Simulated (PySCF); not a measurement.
# C3H8BOP: electronic excitations at several levels of theory, part 2 of 2

PySCF 2.14.0. Atoms count from 0. Earlier steps stand in the parts before.

## 9. TDDFT and polarisability: wB97X-D/def2-SVPD

The job: settings as JSON, then the geometry in Å.

```
{"job": {"kind": "uv", "xc": "wB97X-D", "basis": "def2-SVPD", "ip": true}, "charge": 0, "multiplicity": 1}
C     -1.560060    -0.675533     0.421355
C     -0.317998    -0.351992    -0.007004
B      0.731877    -1.464937    -0.274313
P      2.440855    -1.047741    -0.927225
O      0.124713     0.914069    -0.201091
C     -0.757905     1.972509     0.035174
H     -1.815113    -1.729598     0.529512
H     -2.334662     0.054192     0.669737
H      0.398256    -2.621766    -0.194547
H      2.781364     0.123560    -0.204223
H      3.260714    -1.995635    -0.260457
H     -0.217326     2.899519    -0.195111
H     -1.088214     2.000204     1.089584
H     -1.653639     1.907796    -0.609003
```

With the program's defaults for keys left out, this is: TDDFT wB97X-D/def2-SVPD, vertical, gas phase, core orbitals frozen in the response.

The log of the run:

```text
coarse grid: 12016 points
cycle   1  E = -560.0587879779  dE =  6.318e-01  |g| = 4.749e-01  |ddm| = 5.377e+00
cycle   2  E = -560.0618781787  dE = -3.090e-03  |g| = 5.243e-01  |ddm| = 1.205e+00
cycle   3  E = -560.1097766145  dE = -4.790e-02  |g| = 6.679e-02  |ddm| = 5.858e-01
cycle   4  E = -560.1107056553  dE = -9.290e-04  |g| = 2.724e-02  |ddm| = 1.338e-01
cycle   5  E = -560.1109036527  dE = -1.980e-04  |g| = 8.362e-03  |ddm| = 5.931e-02
cycle   6  E = -560.1109250354  dE = -2.138e-05  |g| = 1.984e-03  |ddm| = 1.720e-02
cycle   7  E = -560.1109265917  dE = -1.556e-06  |g| = 6.065e-04  |ddm| = 5.844e-03
final grid: 110944 points
cycle   8  E = -560.1884081911  dE = -8.372e-05  |g| = 2.778e-03  |ddm| = 1.358e-01
cycle   9  E = -560.1884104957  dE = -2.305e-06  |g| = 1.725e-03  |ddm| = 1.882e-02
cycle  10  E = -560.1884112285  dE = -7.327e-07  |g| = 6.366e-04  |ddm| = 3.643e-03
cycle  11  E = -560.1884113485  dE = -1.200e-07  |g| = 1.657e-04  |ddm| = 2.028e-03
cycle  12  E = -560.1884113576  dE = -9.091e-09  |g| = 3.394e-05  |ddm| = 4.461e-04
cycle  13  E = -560.1884113585  dE = -9.036e-10  |g| = 9.970e-06  |ddm| = 1.895e-04
converged SCF energy = -560.1884113585

Static polarisability (au): isotropic 88.060, principal 63.557 84.980 115.644

Singlet excitations
state   eV       nm        f      main configurations
  1   4.6432    267.0   0.24100   H->L 0.79, H-1->L 0.13
  2   4.9618    249.9   0.05173   H-1->L 0.79, H->L 0.17
  3   6.0480    205.0   0.02424   H-2->L 0.67, H-3->L 0.22
  4   6.1567    201.4   0.03743   H-3->L 0.70, H-2->L 0.21
  5   6.7542    183.6   0.00601   H->L+1 0.76
  6   6.8956    179.8   0.02897   H->L+3 0.38, H-1->L+3 0.30
  7   7.0379    176.2   0.15120   H-1->L+1 0.60, H->L+2 0.16
  8   7.1800    172.7   0.00765   H-4->L 0.87
  9   7.4895    165.5   0.00257   H->L+2 0.44, H-1->L+2 0.27
 10   7.6228    162.6   0.12406   H-5->L 0.52, H->L+5 0.27

Triplet excitations (Tamm-Dancoff, eV): 3.1832 3.7349 5.5099 5.6373
Vertical ionisation energy (delta-SCF) = 8.8842 eV
Vertical electron affinity (delta-SCF) = 0.1323 eV
```

Wall time 2.3 min (1 thread of Arm Neoverse V1, shared host); peak memory 0.91 GiB.

This run: HOMO -8.75 eV, LUMO -0.10 eV; lowest singlet 4.64 eV.

## 10. TDDFT and polarisability: LC-wPBE/def2-SVPD

Same as in step 9 but for these lines:

```diff
@@ -1,2 +1,2 @@
-{"job": {"kind": "uv", "xc": "wB97X-D", "basis": "def2-SVPD", "ip": true}, "charge": 0, "multiplicity": 1}
+{"job": {"kind": "uv", "xc": "LC-wPBE", "basis": "def2-SVPD", "ip": true}, "charge": 0, "multiplicity": 1}
 C     -1.560060    -0.675533     0.421355
```

Level: TDDFT LC-wPBE/def2-SVPD, vertical, gas phase, core orbitals frozen in the response.

The log of the run:

```text
coarse grid: 12016 points
cycle   1  E = -559.8555445419  dE =  7.277e-01  |g| = 4.951e-01  |ddm| = 5.355e+00
cycle   2  E = -559.8753435019  dE = -1.980e-02  |g| = 4.837e-01  |ddm| = 1.150e+00
cycle   3  E = -559.9153665207  dE = -4.002e-02  |g| = 6.982e-02  |ddm| = 6.041e-01
cycle   4  E = -559.9165769950  dE = -1.210e-03  |g| = 2.603e-02  |ddm| = 1.586e-01
cycle   5  E = -559.9167759025  dE = -1.989e-04  |g| = 8.373e-03  |ddm| = 6.499e-02
cycle   6  E = -559.9168004928  dE = -2.459e-05  |g| = 2.230e-03  |ddm| = 1.765e-02
cycle   7  E = -559.9168032199  dE = -2.727e-06  |g| = 8.094e-04  |ddm| = 7.016e-03
final grid: 110944 points
cycle   8  E = -560.0120315758  dE = -3.315e-05  |g| = 4.507e-03  |ddm| = 1.064e-01
cycle   9  E = -560.0120331763  dE = -1.600e-06  |g| = 4.082e-03  |ddm| = 1.945e-02
cycle  10  E = -560.0120365376  dE = -3.361e-06  |g| = 6.467e-04  |ddm| = 5.243e-03
cycle  11  E = -560.0120366777  dE = -1.401e-07  |g| = 2.004e-04  |ddm| = 1.658e-03
cycle  12  E = -560.0120366922  dE = -1.451e-08  |g| = 5.479e-05  |ddm| = 8.721e-04
cycle  13  E = -560.0120366933  dE = -1.108e-09  |g| = 2.214e-05  |ddm| = 1.423e-04
cycle  14  E = -560.0120366935  dE = -2.135e-10  |g| = 4.818e-06  |ddm| = 6.481e-05
converged SCF energy = -560.0120366935

Static polarisability (au): isotropic 85.581, principal 61.884 83.014 111.844

Singlet excitations
state   eV       nm        f      main configurations
  1   4.8271    256.9   0.22045   H->L 0.69, H-1->L 0.18
  2   5.2222    237.4   0.09597   H-1->L 0.66, H->L 0.26
  3   6.1677    201.0   0.00784   H-3->L 0.45, H-2->L 0.38
  4   6.3165    196.3   0.05752   H-3->L 0.42, H-2->L 0.41, H-1->L 0.09
  5   6.9954    177.2   0.02676   H->L+4 0.34, H-1->L+4 0.32
  6   7.1672    173.0   0.02300   H->L+1 0.59
  7   7.4022    167.5   0.13310   H-1->L+1 0.50, H->L+2 0.10, H->L+1 0.09
  8   7.5857    163.4   0.00618   H-4->L 0.78
  9   7.9353    156.2   0.02392   H->L+2 0.38, H-1->L+2 0.19
 10   7.9981    155.0   0.10028   H->L+5 0.43, H-5->L 0.13

Triplet excitations (Tamm-Dancoff, eV): 3.0870 3.7439 5.4767 5.5638
Vertical ionisation energy (delta-SCF) = 9.0606 eV
```

It took 2.5 min on 1 thread of Arm Neoverse V1, shared host; peak memory 0.87 GiB.

In short: HOMO -9.52 eV, LUMO 0.27 eV; lowest singlet 4.83 eV.

## 11. Ultraviolet spectrum: PBE0/6-31G*

Same as in step 10 but for these lines:

```diff
@@ -1,2 +1,2 @@
-{"job": {"kind": "uv", "xc": "LC-wPBE", "basis": "def2-SVPD", "ip": true}, "charge": 0, "multiplicity": 1}
+{"job": {"kind": "uv", "xc": "PBE0", "basis": "6-31G*"}, "charge": 0, "multiplicity": 1}
 C     -1.560060    -0.675533     0.421355
```

Method: TDDFT PBE0/6-31G*, vertical, gas phase, core orbitals frozen in the response.

The log of the run:

```text
coarse grid: 12016 points
cycle   1  E = -560.1039564186  dE =  5.477e-01  |g| = 4.657e-01  |ddm| = 3.370e+00
cycle   2  E = -560.0713773560  dE =  3.258e-02  |g| = 6.353e-01  |ddm| = 1.051e+00
cycle   3  E = -560.1504049001  dE = -7.903e-02  |g| = 1.189e-01  |ddm| = 6.683e-01
cycle   4  E = -560.1533171781  dE = -2.912e-03  |g| = 4.121e-02  |ddm| = 1.318e-01
cycle   5  E = -560.1537371973  dE = -4.200e-04  |g| = 1.351e-02  |ddm| = 4.763e-02
cycle   6  E = -560.1537885070  dE = -5.131e-05  |g| = 3.363e-03  |ddm| = 1.692e-02
cycle   7  E = -560.1537917533  dE = -3.246e-06  |g| = 7.423e-04  |ddm| = 5.093e-03
final grid: 110944 points
cycle   8  E = -560.0961375719  dE = -2.062e-05  |g| = 1.029e-02  |ddm| = 2.457e-02
cycle   9  E = -560.0961097872  dE =  2.778e-05  |g| = 1.534e-02  |ddm| = 2.168e-02
cycle  10  E = -560.0961626208  dE = -5.283e-05  |g| = 2.086e-03  |ddm| = 1.353e-02
cycle  11  E = -560.0961637283  dE = -1.107e-06  |g| = 3.500e-04  |ddm| = 2.435e-03
cycle  12  E = -560.0961637581  dE = -2.986e-08  |g| = 1.323e-04  |ddm| = 4.402e-04
cycle  13  E = -560.0961637625  dE = -4.371e-09  |g| = 2.390e-05  |ddm| = 1.278e-04
cycle  14  E = -560.0961637627  dE = -1.589e-10  |g| = 5.885e-06  |ddm| = 3.564e-05
converged SCF energy = -560.0961637627

Static polarisability (au): isotropic 74.488, principal 42.314 74.129 107.021

Singlet excitations
state   eV       nm        f      main configurations
  1   4.5173    274.5   0.26344   H->L 0.85, H-1->L 0.10
  2   4.7040    263.6   0.00422   H-1->L 0.84, H->L 0.11
  3   5.8904    210.5   0.02475   H-2->L 0.88
  4   6.1030    203.2   0.03610   H-3->L 0.89
  5   6.7985    182.4   0.00972   H-4->L 0.90
  6   7.0209    176.6   0.01214   H->L+1 0.73, H-1->L+1 0.24
  7   7.2305    171.5   0.09713   H-5->L 0.80, H->L+2 0.13
  8   7.3804    168.0   0.01725   H-1->L+1 0.72, H->L+1 0.23
  9   7.7958    159.0   0.01093   H->L+2 0.70, H-5->L 0.10, H-1->L+2 0.08
 10   8.0196    154.6   0.08261   H-1->L+2 0.84

Triplet excitations (Tamm-Dancoff, eV): 2.9087 3.4996 5.3399 5.5163
```

Run time: 14 s. Hardware: 1 thread of Arm Neoverse V1, shared host; peak memory 0.61 GiB.

This run: HOMO -6.70 eV, LUMO -1.59 eV; lowest singlet 4.52 eV.

## 12. Excited states and response: PBE0/def2-SVP

Same as in step 11 but for these lines:

```diff
@@ -1,2 +1,2 @@
-{"job": {"kind": "uv", "xc": "PBE0", "basis": "6-31G*"}, "charge": 0, "multiplicity": 1}
+{"job": {"kind": "uv", "xc": "PBE0", "basis": "def2-SVP"}, "charge": 0, "multiplicity": 1}
 C     -1.560060    -0.675533     0.421355
```

With the program's defaults for keys left out, this is: TDDFT PBE0/def2-SVP, vertical, gas phase, core orbitals frozen in the response.

The log of the run:

```text
coarse grid: 12016 points
cycle   1  E = -559.7366946779  dE =  4.981e-01  |g| = 4.477e-01  |ddm| = 3.688e+00
cycle   2  E = -559.7054141419  dE =  3.128e-02  |g| = 6.152e-01  |ddm| = 1.001e+00
cycle   3  E = -559.7782568248  dE = -7.284e-02  |g| = 1.117e-01  |ddm| = 6.190e-01
cycle   4  E = -559.7806619761  dE = -2.405e-03  |g| = 4.447e-02  |ddm| = 1.321e-01
cycle   5  E = -559.7811713653  dE = -5.094e-04  |g| = 1.231e-02  |ddm| = 5.274e-02
cycle   6  E = -559.7812128039  dE = -4.144e-05  |g| = 3.483e-03  |ddm| = 1.662e-02
cycle   7  E = -559.7812163761  dE = -3.572e-06  |g| = 7.572e-04  |ddm| = 4.722e-03
final grid: 110944 points
cycle   8  E = -559.8563615991  dE = -2.432e-05  |g| = 1.031e-02  |ddm| = 3.157e-02
cycle   9  E = -559.8563313484  dE =  3.025e-05  |g| = 1.578e-02  |ddm| = 2.139e-02
cycle  10  E = -559.8563853481  dE = -5.400e-05  |g| = 1.952e-03  |ddm| = 1.374e-02
cycle  11  E = -559.8563863392  dE = -9.910e-07  |g| = 3.418e-04  |ddm| = 2.311e-03
cycle  12  E = -559.8563863678  dE = -2.865e-08  |g| = 1.314e-04  |ddm| = 4.216e-04
cycle  13  E = -559.8563863722  dE = -4.347e-09  |g| = 2.240e-05  |ddm| = 1.372e-04
cycle  14  E = -559.8563863723  dE = -1.473e-10  |g| = 5.387e-06  |ddm| = 3.560e-05
converged SCF energy = -559.8563863723

Static polarisability (au): isotropic 76.604, principal 47.187 75.233 107.392

Singlet excitations
state   eV       nm        f      main configurations
  1   4.4682    277.5   0.24972   H->L 0.81, H-1->L 0.13
  2   4.6611    266.0   0.01593   H-1->L 0.81, H->L 0.15
  3   5.8227    212.9   0.02827   H-2->L 0.85, H-3->L 0.09
  4   5.9882    207.0   0.03887   H-3->L 0.87, H-2->L 0.08
  5   6.7150    184.6   0.01142   H-4->L 0.93
  6   6.9772    177.7   0.00691   H->L+1 0.69, H-1->L+1 0.24
  7   7.1854    172.6   0.08066   H-5->L 0.77, H->L+2 0.19
  8   7.3975    167.6   0.01420   H-1->L+1 0.67, H->L+1 0.19
  9   7.5059    165.2   0.03755   H->L+2 0.43, H-1->L+2 0.21, H-5->L 0.13
 10   7.7036    160.9   0.03409   H->L+3 0.77, H-1->L+3 0.10, H-1->L+2 0.09

Triplet excitations (Tamm-Dancoff, eV): 2.9238 3.4122 5.2725 5.3955
```

Wall time 18 s (1 thread of Arm Neoverse V1, shared host); peak memory 0.67 GiB.

In short: HOMO -6.83 eV, LUMO -1.75 eV; lowest singlet 4.47 eV.

## 13. Side by side: electronic excitations

Excitations and ground-state properties, with basis size and wall time:

```
                run  lowest singlet (eV)  brightest (eV)      f  gap (eV)  α (Å³)  μ (D)  functions     time
      LDA/def2-SVPD                 3.91            3.91  0.120      3.11   14.03   1.90        191     94 s
      PBE/def2-SVPD                 3.93            3.93  0.119      3.15   13.82   1.90        191  2.2 min
    B3LYP/def2-SVPD                 4.32            4.32  0.228      4.71   13.37   1.96        191    2 min
     PBE0/def2-SVPD                 4.40            4.40  0.234      5.08   13.25   1.98        191  2.6 min
BHandHLYP/def2-SVPD                 4.73            4.73  0.232      7.04   12.82   2.06        191     99 s
CAM-B3LYP/def2-SVPD                 4.59            4.59  0.229      7.44   13.06   2.00        191  2.4 min
  wB97X-D/def2-SVPD                 4.64            4.64  0.241      8.66   13.05   2.05        191  2.3 min
  LC-wPBE/def2-SVPD                 4.83            4.83  0.220      9.79   12.68   2.06        191  2.5 min
        PBE0/6-31G*                 4.52            4.52  0.263      5.12   11.04   2.23        104     14 s
      PBE0/def2-SVP                 4.47            4.47  0.250      5.08   11.35   2.05        128     18 s
```

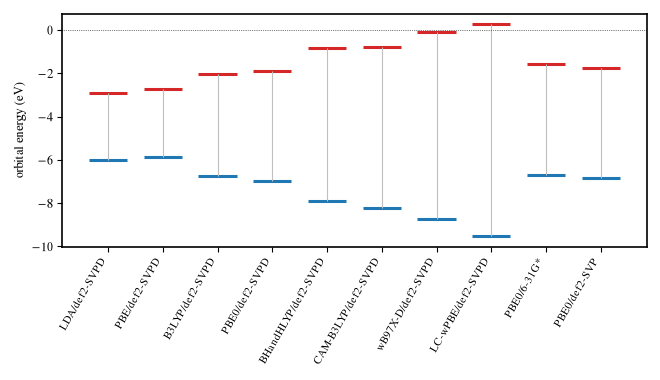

HOMO (blue) and LUMO (red) run by run.

## 14. Outcome

This closing draws on all 2 parts.

```
                            quantity                        value
                         point group                           C1
rotational constants (main isotopes)         5.22, 1.62, 1.25 GHz
      lowest singlet (LDA/def2-SVPD)  3.91 eV (317 nm), f = 0.120
                      lowest triplet                      2.82 eV
   vertical ionisation energy (ΔSCF)                      9.17 eV
   vertical electron affinity (ΔSCF)                      0.32 eV
         range of the lowest singlet              3.91 to 4.83 eV
```

In words: Single values in the summary come from the first sound run of each kind (LDA/def2-SVPD), which need not be the best level. The start of the PBE0/def2-SVP relaxation was shaken at random by about 0.01 Å, so part of the energy gained, and of the first lengths quoted, undoes that. The optimisation took 6 steps and gained 0.220 eV; among the close pairs (by a distance rule), P3–H10 changed most, from 1.363 to 1.420 Å. No frequency check was run at this level, so the end point may be a saddle. The first singlet state (HOMO→LUMO 0.82, HOMO−1→LUMO 0.11) lies at 3.91 eV and is bright. The lowest triplet lies 1.09 eV below the lowest singlet (triplets in Tamm-Dancoff, singlets in full TDDFT). ΔSCF puts the ionisation energy at 9.17 eV, 3.14 eV above −ε(HOMO). The lowest singlet runs from 3.91 eV (LDA/def2-SVPD) to 4.83 eV (LC-wPBE/def2-SVPD), while the orbital gap spans 3.11 to 9.79 eV. The lowest state need not be the same one in every run.
